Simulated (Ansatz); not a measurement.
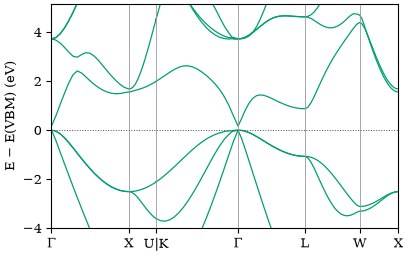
Figure: Band structure from plane-wave PAW PBE (Ansatz code)

Read off the gap and where the band edges lie.

About 0.2 eV (0.16 eV by a search for the band edges); maximum at Γ, minimum at Γ.

The material is GaAs (zinc blende, F-43m).

Symmetry was held in the PBE relaxation. Spin–orbit coupling is left out wherever it is not named.

Potentials: the earlier of the program's two PAW sets.
